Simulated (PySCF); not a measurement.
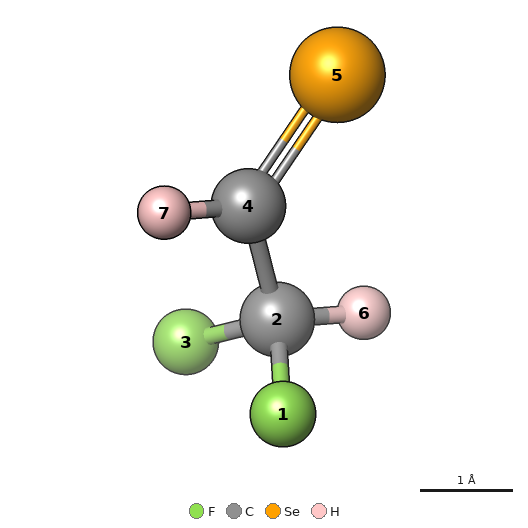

Orthographic view. Atoms fade into the background with distance from the viewer. Computed geometry: PBE0-D3(BJ)/def2-SVP optimisation. No frequency run is at hand to confirm it as a minimum.

Give the geometry as a Z-matrix, atoms in numerical order, with these reference atoms: 2 to 1; 3 to 2, 1; 4 to 2, 1, 3; 5 to 4, 2, 1; 6 to 2, 1, 3; 7 to 4, 2, 6.

```
F  
C    1   1.351
F    2   1.351   1   107.7
C    2   1.501   1   108.7   3   117.9
Se   4   1.742   2   124.3   1   123.9
H    2   1.103   1   109.3   3  -118.7
H    4   1.100   2   113.6   6  -177.6
```
